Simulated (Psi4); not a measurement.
# C2H2Cl2F2 (SMILES FC(F)C(Cl)Cl) at B3LYP/6-31G(d) (spherical functions)

Aim: the vertical singlet–triplet gap of C2H2Cl2F2 at B3LYP/6-31G* (spherical functions), from 2 runs. 

The calculation is run with Psi4 1.11.

## (1) The structure to begin with

C2H2Cl2F2 has 8 atoms, charge 0, and is taken as a singlet. As SMILES, `FC(F)C(Cl)Cl`. The coordinates come from a PBE0-D4/def2-TZVP relaxation. This is one conformer, not always the lowest.

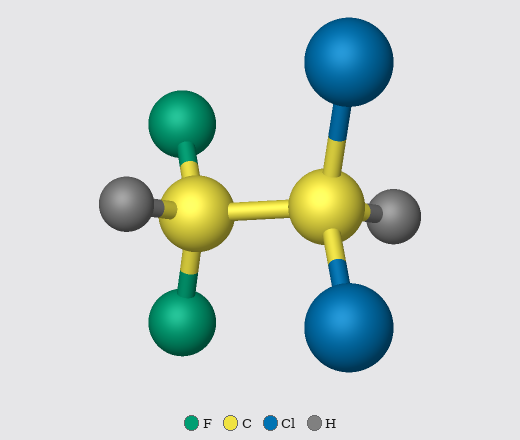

The structure, seen from a chosen angle (fluorine teal, carbon yellow, chlorine blue, hydrogen grey).

## (2) Energy and gradient at B3LYP/6-31G(d) (spherical functions)

job.py

```python
import psi4

psi4.set_memory(2200000000)
psi4.set_num_threads(1)
psi4.core.set_output_file('c2h2cl2f2.out', False)

molecule = psi4.geometry("""
F      0.408370    -1.137320     1.314790
C      0.672870    -0.311460     0.282290
F      1.286580    -1.040250    -0.671770
C     -0.639670     0.230610    -0.271540
Cl    -0.309580     1.248420    -1.669870
Cl    -1.486960     1.117430     0.991650
H      1.340900     0.487530     0.616660
H     -1.272520    -0.594960    -0.592210
symmetry c1
no_reorient
no_com
""")

options = {'basis': '6-31G*', 'puream': True, 'e_convergence': 1e-09, 'd_convergence': 1e-08, 'scf_type': 'pk', 'dft_radial_points': 99, 'dft_spherical_points': 590}
psi4.set_options(options)

energy_value, wavefunction = psi4.gradient('b3lyp', return_wfn=True)
psi4.oeprop(wavefunction, 'QUADRUPOLE', 'WIBERG_LOWDIN_INDICES', 'MAYER_INDICES')
print('gradient / Eh bohr^-1')
print(energy_value.np.round(6))
print(f'energy = {wavefunction.energy():.10f} Eh')
```

Launch:

```sh
$ python job.py
```

c2h2cl2f2.out:

```text
[...]
  Running in c1 symmetry.
[...]
  Nuclear repulsion =  380.494885379981667
[...]
  Multiplicity = 1
[...]
  Nalpha       = 33
  Nbeta        = 33
[...]
    Number of basis functions: 96
[...]
   @RKS iter   1: -1197.40274449208800   -7.81709e-02   4.06552e-03 ADIIS/DIIS
[...]
   @RKS iter  11: -1197.46461656103861   -3.41061e-12   2.72936e-09 DIIS
[...]
    Orbital Energies [Eh]
    ---------------------
    Doubly Occupied:
       1A   -101.549245     2A   -101.549226     3A    -24.719686
       4A    -24.719641     5A    -10.370172     6A    -10.319933
       7A     -9.482546     8A     -9.482500     9A     -7.246100
      10A     -7.246078    11A     -7.235457    12A     -7.235448
      13A     -7.235354    14A     -7.235347    15A     -1.276104
      16A     -1.213969    17A     -0.936597    18A     -0.846435
      19A     -0.751310    20A     -0.656192    21A     -0.579595
      22A     -0.564621    23A     -0.543725    24A     -0.487212
      25A     -0.469354    26A     -0.431694    27A     -0.429950
      28A     -0.412331    29A     -0.380127    30A     -0.344801
      31A     -0.341533    32A     -0.320662    33A     -0.320206
[...]
  @RKS Final Energy: -1197.46461656103861
   => Energetics <=
    Nuclear Repulsion Energy =            380.4948853799816675
    One-Electron Energy =               -2410.8038596090718784
    Two-Electron Energy =                 904.7178292827690029
    DFT Exchange-Correlation Energy =     -71.8734716147174169
    Empirical Dispersion Energy =           0.0000000000000000
    VV10 Nonlocal Energy =                  0.0000000000000000
    Total Energy =                      -1197.4646165610383832
[...]
  -Total Gradient:
     Atom            X                  Y                   Z
    ------   -----------------  -----------------  -----------------
       1        0.003242143291     0.004686298587    -0.007998826264
       2       -0.005180609227    -0.003043757475    -0.002456191987
       3       -0.003900058412     0.003903940974     0.008144191288
       4       -0.000160696376     0.008224147612     0.000354173937
       5       -0.002086152848    -0.007590094949     0.012373742790
       6        0.008013014821    -0.006471628892    -0.010454201634
       7       -0.000033525940    -0.001168032679    -0.000073258141
       8        0.000122164843     0.001438962121     0.000116507218
[...]
 Multipole Moments:
 ------------------------------------------------------------------------------------
     Multipole            Electronic (a.u.)      Nuclear  (a.u.)        Total (a.u.)
 ------------------------------------------------------------------------------------
 L = 1.  Multiply by 2.5417464519 to convert [e a0] to [Debye]
 Dipole X            :         28.3865568          -28.3818912            0.0046657
 Dipole Y            :        -37.8781079           37.8489277           -0.0291802
 Dipole Z            :         10.6843144          -10.6837745            0.0005399
 Magnitude           :                                                    0.0295558
 L = 2.  Multiply by 1.3450342976 to convert [e a0^2] to [Debye ang]
 Quadrupole XX       :       -263.4606647          229.2785201          -34.1821446
 Quadrupole XY       :        186.9080863         -184.8883590            2.0197273
[...]
```

Standard output:

```text
gradient / Eh bohr^-1
[[ 3.2420e-03  4.6860e-03 -7.9990e-03]
 [-5.1810e-03 -3.0440e-03 -2.4560e-03]
 [-3.9000e-03  3.9040e-03  8.1440e-03]
 [-1.6100e-04  8.2240e-03  3.5400e-04]
 [-2.0860e-03 -7.5900e-03  1.2374e-02]
 [ 8.0130e-03 -6.4720e-03 -1.0454e-02]
 [-3.4000e-05 -1.1680e-03 -7.3000e-05]
 [ 1.2200e-04  1.4390e-03  1.1700e-04]]
energy = -1197.4646165610 Eh
```

It took 35 s on 1 thread of Intel Xeon Platinum 8259CL at 2.50GHz (Skylake/Cascade Lake), shared host; peak memory 0.89 GiB.

## (3) The triplet

input.dat

```
memory 2200 mb

molecule system {
  0 3
  F
  C 1 r2
  F 2 r3 1 a3
  C 2 r4 3 a4 1 d4
  Cl 4 r5 2 a5 3 d5
  Cl 4 r6 2 a6 3 d6
  H 2 r7 3 a7 1 d7
  H 4 r8 2 a8 7 d8

  r2 = 1.348355
  r3 = 1.348334
  a3 = 107.46106
  r4 = 1.524247
  a4 = 109.09087
  d4 = -118.14883
  r5 = 1.760745
  a5 = 109.43277
  d5 = -60.14409
  r6 = 1.760681
  a6 = 109.44081
  d6 = 177.22102
  r7 = 1.093825
  a7 = 109.45946
  d7 = 118.784
  r8 = 1.088528
  a8 = 109.75199
  d8 = 179.9716
  symmetry c1
}

set {
  basis                6-31G*
  reference            uks
  puream               true
  e_convergence        1e-09
  d_convergence        1e-08
  scf_type             pk
  dft_radial_points    99
  dft_spherical_points 590
  maxiter              100
}

gradient("b3lyp")
print_variables()
```

Launch:

```sh
$ psi4 input.dat output.dat -n 1
```

output.dat, cut to the lines that bear on the results:

```text
[...]
  Running in c1 symmetry.
[...]
  Nuclear repulsion =  380.494922075887530
[...]
  Multiplicity = 3
[...]
  Nalpha       = 34
  Nbeta        = 32
[...]
    Number of basis functions: 96
[...]
   @UKS iter   1: -1197.11849941288415    2.06075e-01   5.05419e-03 DIIS/ADIIS
[...]
   @UKS iter  33: -1197.22367932586667   -8.68567e-11   7.25652e-09 DIIS
[...]
   @S^2 Observed:                2.004612542E+00
[...]
  @UKS Final Energy: -1197.22367932586667
   => Energetics <=
    Nuclear Repulsion Energy =            380.4949220758875299
    One-Electron Energy =               -2410.2916857346835968
    Two-Electron Energy =                 904.4583621696135651
    DFT Exchange-Correlation Energy =     -71.8852778366841818
    Empirical Dispersion Energy =           0.0000000000000000
    VV10 Nonlocal Energy =                  0.0000000000000000
    Total Energy =                      -1197.2236793258666694
[...]
 Multipole Moments:
 ------------------------------------------------------------------------------------
     Multipole            Electronic (a.u.)      Nuclear  (a.u.)        Total (a.u.)
 ------------------------------------------------------------------------------------
 L = 1.  Multiply by 2.5417464519 to convert [e a0] to [Debye]
 Dipole X            :         -0.2066229            0.2437290            0.0371061
 Dipole Y            :         -0.2446752            0.3267352            0.0820600
 Dipole Z            :         -0.1802007            0.2405938            0.0603931
 Magnitude           :                                                    0.1084344
[...]
  -Total Gradient:
     Atom            X                  Y                   Z
    ------   -----------------  -----------------  -----------------
       1        0.003246673049    -0.002954196459     0.015496005523
       2       -0.008650085931    -0.006885721657    -0.005013651415
       3        0.003239177632     0.013902959914    -0.007481458670
       4        0.007163505164     0.093237960386     0.068605092545
       5       -0.002939301938     0.000370267758    -0.104823999925
       6       -0.002983452283    -0.099621885494     0.031771990715
       7        0.003302424743    -0.000475574066    -0.000347892288
       8       -0.002391553182     0.002406989450     0.001779918223
[...]
```

Wall time 1.7 min (1 thread of Intel Xeon Platinum 8259CL at 2.50GHz (Skylake/Cascade Lake), shared host); peak memory 0.89 GiB.

## (4) Results

At B3LYP/6-31G* (spherical functions):

| quantity | value |
| --- | --- |
| singlet: total energy | -1197.46462 Eh |
| singlet: dipole moment | 0.08 D |
| singlet: HOMO energy | -8.71 eV |
| singlet: LUMO energy | -0.37 eV |
| singlet: HOMO–LUMO gap | 8.34 eV |
| singlet: largest force on an atom | 0.755 eV/Å |
| triplet: total energy | -1197.22368 Eh |
| triplet: dipole moment | 0.28 D |
| triplet: HOMO energy (highest over α and β) | -2.34 eV |
| triplet: ⟨S²⟩ | 2.005 |
| triplet: largest force on an atom | 5.964 eV/Å |
| vertical energy of the triplet above the singlet | 6.556 eV |

In words: At this shape the triplet lies 6.56 eV (151 kcal/mol) above the singlet. The largest force (singlet) is 0.75 eV/Å: the shape isn't a stationary point for this species at this level.
